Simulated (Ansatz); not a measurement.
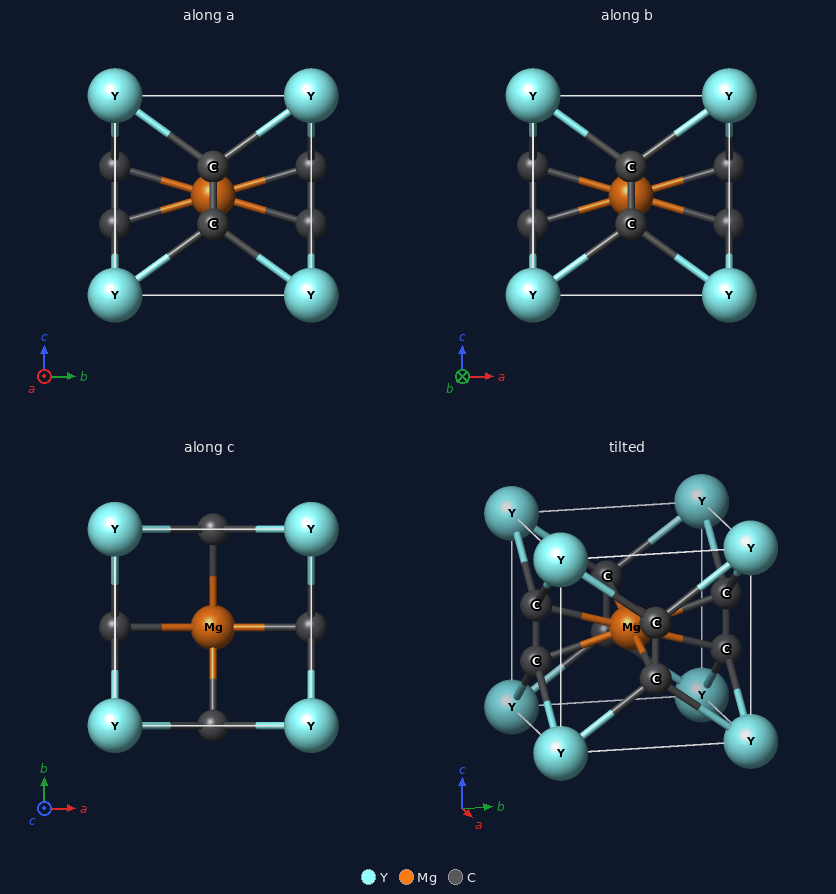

A ball-and-stick picture of a crystal structure, seen along the a axis, along the b axis, along the c axis and slightly off an axis. The parallelepiped is the conventional unit cell.

Lattice parameters: a = 4.3452 Å, b = 4.3452 Å, c = 4.4171 Å, α = 90.000°, β = 90.000°, γ = 90.000°.

**Reconstruct the structure as a CIF in P1 with every atom of the cell, with free fractional coordinates to two decimals.**

```cif
data_structure
_symmetry_space_group_name_H-M 'P 1'
_symmetry_Int_Tables_number 1
_cell_length_a 4.3452
_cell_length_b 4.3452
_cell_length_c 4.4171
_cell_angle_alpha 90.000
_cell_angle_beta 90.000
_cell_angle_gamma 90.000
_cell_volume 83.40
loop_
_atom_site_label
_atom_site_type_symbol
_atom_site_fract_x
_atom_site_fract_y
_atom_site_fract_z
_atom_site_occupancy
Y1 Y 0.00 0.00 0.00 1
Mg1 Mg 0.50 0.50 0.50 1
C1 C 0.50 0.00 0.36 1
C2 C 0.00 0.50 0.64 1
C3 C 0.50 0.00 0.64 1
C4 C 0.00 0.50 0.36 1
```

The cell started as a structure type filled with these elements by a generator (whether the compound takes this form wasn't checked). The picture shows the end point of a geometry optimisation with Ansatz 0.2.0, DFT PBE, scalar-relativistic, plane waves, PAW.
